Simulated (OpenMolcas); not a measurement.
```
&GATEWAY
Basis set
Mn.ANO-RCC-VDZP.
Mn1 0.0 0.0 0.0 Angstrom
End of basis
Basis set
Cl.ANO-RCC-VDZP.
L1 2.589000 0.000000 0.000000 Angstrom
L2 0.000000 2.589000 0.000000 Angstrom
L3 0.000000 0.000000 2.589000 Angstrom
End of basis
Basis set
Na.EMB-AIMP.Al-Abdalla.7s4p.1s1p.ECP.Cs2NaYCl6.
PseudoCharge
* 3 symmetry-unique lattice sites within 7.6 angstrom
End of basis
Basis set
Cs.EMB-AIMP.Al-Abdalla.0s.0s.ECP.Cs2NaYCl6.
PseudoCharge
* 4 symmetry-unique lattice sites within 7.6 angstrom
End of basis
Basis set
Cl.EMB-AIMP.Al-Abdalla.0s.0s.ECP.Cs2NaYCl6.
PseudoCharge
* 12 symmetry-unique lattice sites within 7.6 angstrom
End of basis
Basis set
Y.EMB-AIMP.Al-Abdalla.0s.0s.ECP.Cs2NaYCl6.
PseudoCharge
* 6 symmetry-unique lattice sites within 7.6 angstrom
End of basis
Symmetry
XYZ
AngMom=0.0 0.0 0.0
AMFI
RICD
XField
1564 Angstrom 0
* Evjen-weighted lattice charges
&SEWARD
&RASSCF
FileOrb=start.orb
Symmetry=1
Spin=5
nActEl=4 0 0
Inactive=30 33
Ras2=5 0
CIRoot=5 5 1
SDav=5
CIMx=300
Iter=150 100
PrWF=0.3
OrbListing=Nothing
MaxOrb=0
LevShft=1.0
>>> COPY $Project.JobIph JOB001
&RASSCF
FileOrb=start.orb
Symmetry=1
Spin=3
nActEl=4 0 0
Inactive=30 33
Ras2=5 0
CIRoot=45 45 1
SDav=45
CIMx=300
Iter=150 100
PrWF=0.3
OrbListing=Nothing
MaxOrb=0
LevShft=1.0
>>> COPY $Project.JobIph JOB002
&RASSCF
FileOrb=start.orb
Symmetry=1
Spin=1
nActEl=4 0 0
Inactive=30 33
Ras2=5 0
CIRoot=50 50 1
SDav=50
CIMx=300
Iter=150 100
PrWF=0.3
OrbListing=Nothing
MaxOrb=0
LevShft=1.0
>>> COPY $Project.JobIph JOB003
&RASSI
NrOfJobIphs=3 5 45 50
1 2 3 4 5
1 2 3 4 5 6 7 8 9 10 11 12 13 14 15 16 17 18 19 20 21 22 23 24 25 26 27
28 29 30 31 32 33 34 35 36 37 38 39 40 41 42 43 44 45
1 2 3 4 5 6 7 8 9 10 11 12 13 14 15 16 17 18 19 20 21 22 23 24 25 26 27
28 29 30 31 32 33 34 35 36 37 38 39 40 41 42 43 44 45 46 47 48 49 50
IphNames
JOB001
JOB002
JOB003
EJob
SpinOrbit
DIPRint=1.0
SOCoupling=1000.0
Subsets=2
Property=9
'ANGMOM' 1 'ANGMOM' 2 'ANGMOM' 3 'MLTPL  1' 1 'MLTPL  1' 2 'MLTPL  1' 3
'AMFI' 1 'AMFI' 2 'AMFI' 3
SOProperty=3
'ANGMOM' 1 'ANGMOM' 2 'ANGMOM' 3
```

Launched with:
```bash
OMP_NUM_THREADS=1 MOLCAS_MEM=2457 MOLCAS_PROJECT=a pymolcas a.inp > a.log  # once for each step of the input, in one work folder
```

Computed with OpenMolcas: state-averaged CASSCF, active space 4 electrons in the shell 3d, basis ANO-RCC-VDZP on all atoms, DKH2 scalar Hamiltonian, spin-orbit coupling by RASSI with atomic mean-field integrals. Powder susceptibility by Van Vleck's formula.

Mn³⁺ (3d⁴) as a dopant in Cs₂NaYCl₆, a cluster with its 6 nearest Cl⁻ at 2.589 Å (octahedron) embedded in model potentials and point charges; the geometry was set, not optimised. The cluster and the levels that result:

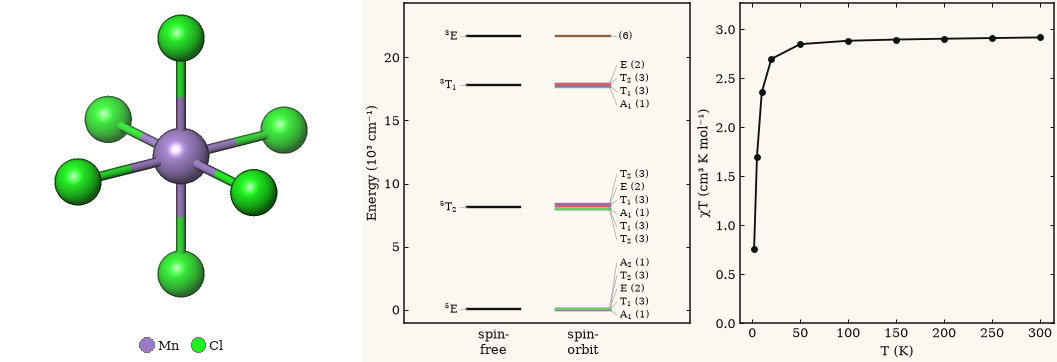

Labels give the representation in O, Td, D4 or D3 as the site allows (double group for half-integer spin) where it could be assigned and, in brackets, the degeneracy; spin-free states, where drawn, share the zero of the spin-orbit levels.

The ground level is A₁, non-degenerate, 100 % from states of spin multiplicity 5. The next level lies at 10 cm⁻¹ (T₁). The lowest spin-free state is ⁵E; of the same spin there follows at 8,110 cm⁻¹ (⁵T₂) above it. χT is 0.761 cm³ K mol⁻¹ at 2 K and 2.92 at 300 K, an effective moment of 4.83 μB. The active orbitals hold 90 to 98 % metal character (Löwdin), and the Mulliken charge of the metal is +1.24.

Known limits: orbital doublet at a regular site, Jahn-Teller distortion not allowed for; small active space favours high spin, ground spin may be wrong; the geometry is set by hand, with no relaxation and no charge compensation.
